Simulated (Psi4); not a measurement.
# SiHOF2 (SMILES O[Si](F)F) at USVWN5/6-311+G(d,p)

What is the vertical doublet–quartet gap of SiHOF2 at USVWN5/6-311+G**? 

Program for the calculation: Psi4 1.11.

1 further run of the same task is left out (set aside as unsound or not needed).

**1. The system as given**

SiHOF2 has 5 atoms, charge 0, and is taken as a doublet. SMILES: `O[Si](F)F`. The coordinates come from a PBE0-D4/def2-TZVP relaxation. This is one conformer, not always the lowest.

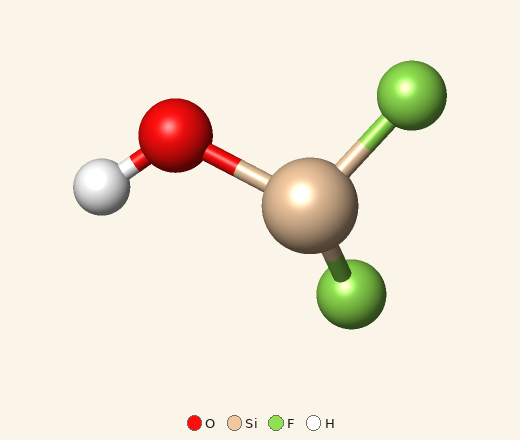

Viewed from a chosen angle; oxygen red, silicon light orange, fluorine green, hydrogen white.

**2. Energy and gradient at USVWN5/6-311+G(d,p)**

Input file input.in:

```
memory 1.6 GB

molecule geom {
  0 2
  O      0.27363234     2.05583305    -0.40459036
  Si    -0.16421720    -0.69126182     0.90442292
  F      2.57399595    -1.76500420     1.45981343
  F     -1.50611172    -2.59138143    -1.00344457
  H     -1.17748835     2.99181440    -0.95620142
  units bohr
  symmetry c1
}

set globals {
  basis                6-311+G**
  reference            uks
  puream               true
  e_convergence        1e-09
  d_convergence        1e-08
  scf_type             pk
  dft_radial_points    99
  dft_spherical_points 590
  maxiter              200
}

e, wfn = gradient("scf", dft_functional={"name": "SVWN5", "x_functionals": {"LDA_X": {}}, "c_functionals": {"LDA_C_VWN": {}}}, return_wfn=True)
oeprop(wfn, "MULLIKEN_CHARGES", "DIPOLE", "QUADRUPOLE", title="SCF")
print_variables()
```

Started as:

```console
$ psi4 input.in input.out -n 1
```

input.out:

```text
[...]
  Running in c1 symmetry.
[...]
  Nuclear repulsion =  177.109287805460980
[...]
  Multiplicity = 2
[...]
  Nalpha       = 21
  Nbeta        = 20
[...]
    Number of basis functions: 102
[...]
   @UKS iter   1:  -561.96206090238911   -9.93396e-02   9.72350e-03 ADIIS/DIIS
[...]
   @UKS iter  13:  -562.27486036608150   -7.95808e-13   2.14448e-09 DIIS
[...]
   @S^2 Observed:                7.508349393E-01
[...]
    Orbital Energies [Eh]
    ---------------------
    Alpha Occupied:
       1A    -65.216713     2A    -24.107542     3A    -24.106185
       4A    -18.648964     5A     -5.115968     6A     -3.556984
       7A     -3.555909     8A     -3.555208     9A     -1.123203
      10A     -1.103532    11A     -0.965509    12A     -0.564093
      13A     -0.498753    14A     -0.467246    15A     -0.436529
      16A     -0.419886    17A     -0.403382    18A     -0.391970
      19A     -0.374292    20A     -0.339405    21A     -0.219829
    Alpha Virtual:
      22A     -0.036660    23A     -0.010920    24A      0.000507
      25A      0.020274    26A      0.045767    27A      0.063944
[...]
  @UKS Final Energy:  -562.27486036608150
   => Energetics <=
    Nuclear Repulsion Energy =            177.1092878054609798
    One-Electron Energy =               -1136.1599340282518824
    Two-Electron Energy =                 444.6529538402634216
    DFT Exchange-Correlation Energy =     -47.8771679835540169
    Empirical Dispersion Energy =           0.0000000000000000
    VV10 Nonlocal Energy =                  0.0000000000000000
    Total Energy =                       -562.2748603660814979
[...]
  -Total Gradient:
     Atom            X                  Y                   Z
    ------   -----------------  -----------------  -----------------
       1       -0.009911011770     0.001601909784    -0.000392989898
       2        0.007989697758    -0.007899303850    -0.012617942043
       3       -0.013620648774     0.005075440551    -0.001874471609
       4        0.006176679430     0.009561803484     0.010386985270
       5        0.009354354931    -0.008305822404     0.004526227560
[...]
 Multipole Moments:
 ------------------------------------------------------------------------------------
     Multipole            Electronic (a.u.)      Nuclear  (a.u.)        Total (a.u.)
 ------------------------------------------------------------------------------------
 L = 1.  Multiply by 2.5417464519 to convert [e a0] to [Debye]
 Dipole X            :          0.2378026           -1.0073125           -0.7695099
 Dipole Y            :         -2.6009240            3.2666125            0.6656885
 Dipole Z            :          0.5890630           -0.5366228            0.0524402
 Magnitude           :                                                    1.0188408
 L = 2.  Multiply by 1.3450342976 to convert [e a0^2] to [Debye ang]
 Quadrupole XX       :       -102.5888243           80.7424484          -21.8463759
 Quadrupole XY       :         -5.4702605            2.7026839           -2.7675766
[...]
  Mulliken Charges: (a.u.)
   Center  Symbol    Alpha    Beta     Spin     Total
       1     O     4.22886  4.25429 -0.02543 -0.48315
       2    SI     7.21928  6.12136  1.09792  0.65936
       3     F     4.60056  4.63572 -0.03516 -0.23628
       4     F     4.59574  4.63771 -0.04197 -0.23346
       5     H     0.35556  0.35091  0.00465  0.29353
   Total alpha = 21.00000, Total beta = 20.00000, Total charge = -0.00000
  Variable Map:
  ----------------------------------------------------------------------------
  "CURRENT ENERGY"              =>    -562.274860366081
[...]
```

Wall time 14 s (1 thread of Intel Xeon Platinum 8559C (Emerald Rapids), shared host); peak memory 0.58 GiB.

**3. The quartet at the same level**

Input file calc.py:

```python
import psi4

psi4.set_memory('1600 MB')
psi4.set_num_threads(1)
psi4.set_output_file('psi4.out', False)

molecule = psi4.geometry("""
0 4
O      0.27363234     2.05583305    -0.40459036
Si    -0.16421720    -0.69126182     0.90442292
F      2.57399595    -1.76500420     1.45981343
F     -1.50611172    -2.59138143    -1.00344457
H     -1.17748835     2.99181440    -0.95620142
units au
symmetry c1
""")

psi4.set_options({
    'basis': '6-311+G**',
    'reference': 'uks',
    'puream': True,
    'e_convergence': 1e-09,
    'd_convergence': 1e-08,
    'scf_type': 'pk',
    'dft_radial_points': 99,
    'dft_spherical_points': 590,
    'maxiter': 200,
})

E = psi4.gradient('scf', dft_functional={"name": "SVWN5", "x_functionals": {"LDA_X": {}}, "c_functionals": {"LDA_C_VWN": {}}})
print('gradient / Eh bohr^-1')
print(E.np.round(6))
for k, v in sorted(psi4.core.scalar_variables().items()):
    print(f'{k:45s} {v:18.10f}')
```

Started as:

```console
$ python calc.py
```

psi4.out:

```text
[...]
  Running in c1 symmetry.
[...]
  Nuclear repulsion =  177.109287805460980
[...]
  Multiplicity = 4
[...]
  Nalpha       = 22
  Nbeta        = 19
[...]
    Number of basis functions: 102
[...]
   @UKS iter   1:  -561.61896165114285    2.43760e-01   8.84959e-03 DIIS/ADIIS
[...]
   @UKS iter  16:  -561.95979485367980   -8.98126e-12   3.27210e-09 DIIS
[...]
   @S^2 Observed:                3.751887102E+00
[...]
    Orbital Energies [Eh]
    ---------------------
    Alpha Occupied:
       1A    -65.270863     2A    -24.185481     3A    -24.167763
       4A    -18.803109     5A     -5.171755     6A     -3.612793
       7A     -3.611637     8A     -3.610815     9A     -1.189921
      10A     -1.166757    11A     -1.097102    12A     -0.659179
      13A     -0.570714    14A     -0.534645    15A     -0.515557
      16A     -0.504504    17A     -0.481208    18A     -0.478732
      19A     -0.458379    20A     -0.450540    21A     -0.270400
      22A     -0.083276
    Alpha Virtual:
      23A     -0.055773    24A     -0.046804    25A     -0.007582
[...]
  @UKS Final Energy:  -561.95979485367980
   => Energetics <=
    Nuclear Repulsion Energy =            177.1092878054609798
    One-Electron Energy =               -1133.0223864673489516
    Two-Electron Energy =                 441.6806764475583122
    DFT Exchange-Correlation Energy =     -47.7273726393501363
    Empirical Dispersion Energy =           0.0000000000000000
    VV10 Nonlocal Energy =                  0.0000000000000000
    Total Energy =                       -561.9597948536797958
[...]
 Multipole Moments:
 ------------------------------------------------------------------------------------
     Multipole            Electronic (a.u.)      Nuclear  (a.u.)        Total (a.u.)
 ------------------------------------------------------------------------------------
 L = 1.  Multiply by 2.5417464519 to convert [e a0] to [Debye]
 Dipole X            :          1.4397670           -1.0073125            0.4324546
 Dipole Y            :         -3.6606549            3.2666125           -0.3940424
 Dipole Z            :          1.0419924           -0.5366228            0.5053697
 Magnitude           :                                                    0.7731008
[...]
  -Total Gradient:
     Atom            X                  Y                   Z
    ------   -----------------  -----------------  -----------------
       1       -0.103011261868    -0.005838004889     0.014083550762
       2        0.038072232918     0.044420845542    -0.063419573725
       3       -0.025872336300     0.004791211372     0.000683901054
       4        0.005254446377     0.013770386934     0.022752491452
       5        0.085545239514    -0.057110965367     0.025929161482
[...]
```

The script printed:

```text
gradient / Eh bohr^-1
[[-0.103011 -0.005838  0.014084]
 [ 0.038072  0.044421 -0.06342 ]
 [-0.025872  0.004791  0.000684]
 [ 0.005254  0.01377   0.022752]
 [ 0.085545 -0.057111  0.025929]]
CURRENT ENERGY                                   -561.9597948537
CURRENT REFERENCE ENERGY                         -561.9597948537
DD SOLVATION ENERGY                                 0.0000000000
DFT FUNCTIONAL TOTAL ENERGY                      -561.9597948537
DFT TOTAL ENERGY                                 -561.9597948537
DFT VV10 ENERGY                                     0.0000000000
DFT XC ENERGY                                     -47.7273726394
GRID ELECTRONS ALPHA                               22.0000001265
GRID ELECTRONS BETA                                18.9999998001
GRID ELECTRONS TOTAL                               40.9999999266
NUCLEAR REPULSION ENERGY                          177.1092878055
ONE-ELECTRON ENERGY                             -1133.0223864673
PCM POLARIZATION ENERGY                             0.0000000000
PE ENERGY                                           0.0000000000
SCF ITERATION ENERGY                             -561.9597948537
SCF ITERATIONS                                     16.0000000000
SCF TOTAL ENERGY                                 -561.9597948537
TWO-ELECTRON ENERGY                               441.6806764476
XC GRID RADIAL POINTS                              99.0000000000
XC GRID SPHERICAL POINTS                          590.0000000000
XC GRID TOTAL POINTS                           283553.0000000000
```

Wall time 16 s (1 thread of Intel Xeon Platinum 8559C (Emerald Rapids), shared host); peak memory 0.57 GiB.

**4. What came out**

Level: USVWN5/6-311+G**.

| quantity | value |
| --- | --- |
| doublet: total energy | -562.27486 Eh |
| doublet: dipole moment | 2.59 D |
| doublet: HOMO energy (highest over α and β) | -5.98 eV |
| doublet: LUMO energy (lowest over α and β) | -4.55 eV |
| doublet: ⟨S²⟩ | 0.751 |
| doublet: largest force on an atom | 0.869 eV/Å |
| quartet: total energy | -561.95979 Eh |
| quartet: dipole moment | 1.97 D |
| quartet: HOMO energy (highest over α and β) | -2.27 eV |
| quartet: ⟨S²⟩ | 3.752 |
| quartet: largest force on an atom | 5.455 eV/Å |
| vertical energy of the quartet above the doublet | 8.573 eV |

In words: At this shape the quartet lies 8.57 eV (827 kJ/mol) above the doublet. The largest force (doublet) is 0.87 eV/Å: the shape isn't a stationary point for this species at this level.
